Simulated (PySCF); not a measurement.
```xyz
11

F     2.8539    0.6238   -0.4287
C     1.5929    0.5036    0.0085
C     0.8617   -0.5656   -0.2695
C    -0.5375   -0.7050    0.1712
C    -1.5503    0.3797    0.0007
N    -0.9906    0.0932    1.2563
H     1.2705    1.3549    0.5894
H     1.2827   -1.3804   -0.8386
H    -0.9172   -1.7222    0.1149
H    -1.2839    1.3362   -0.4398
H    -2.5769    0.0844   -0.1904
```

Geometry: GFN2-xTB.

All numbers below come from PySCF 2.14.0, density-fitted response routines, UKS B3LYP, pcH-1 on C F H N, non-relativistic, mean-field spin-orbit, GIAO.

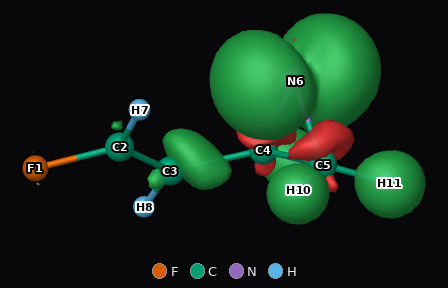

C4H5FN (doublet). Isosurfaces of the spin density (α minus β) at +0.02 (green) and −0.02 e/Å³ (red), seen from one side.

Q: Which atoms carry the spin?

A: The unpaired spin (1 electron) lies mostly on N6 (about 0.7), in electrons by Hirshfeld's partition.
